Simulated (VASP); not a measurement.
Band structure of Zr (hcp). These are SCAN meta-GGA, VASP's PBE PAW potentials (set 64) (plane waves; VASP 6.6.1) values and carry that method's errors.

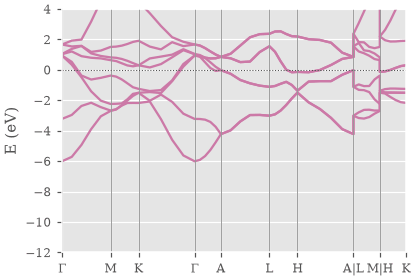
Fig. 1. Bands along high-symmetry lines, zero at the valence-band maximum or, without a gap, the Fermi level

Q: Read the plot: is there a gap, and where are the band edges?

A: It has no gap at this level: it comes out as a metal or semimetal.

The compound is Zr in the hcp structure. It was relaxed first.
